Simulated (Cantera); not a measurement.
Feed: 1 mol CH3F, a varied amount of Si, 0.36 mol H2, at 1125 K and 0.133 bar.

Method: chemical equilibrium by Gibbs-energy minimisation in Cantera with the NASA 1993 tables (ideal gas, pure condensed phases). Candidate condensed phases: C, C6H6, C7H8, C8H18, Si, SiC; 113 gas species. The tables' values for SiF3 are old estimates; treat these amounts as uncertain. Equilibrium is a limit: real reactors are often held back by kinetics, nucleation or transport.

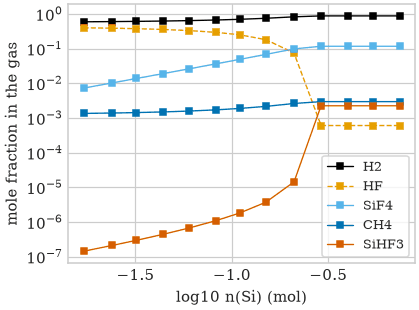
Fig. 1. Equilibrium gas composition (values under 1e-9 drawn at 1e-9)

From 0.017 mol Si to 0.21 mol Si the condensed part is C(graphite). From 0.29 mol Si to 0.74 mol Si the condensed part is C(graphite) + SiC(s). The main Si-bearing gas is SiF4 throughout.
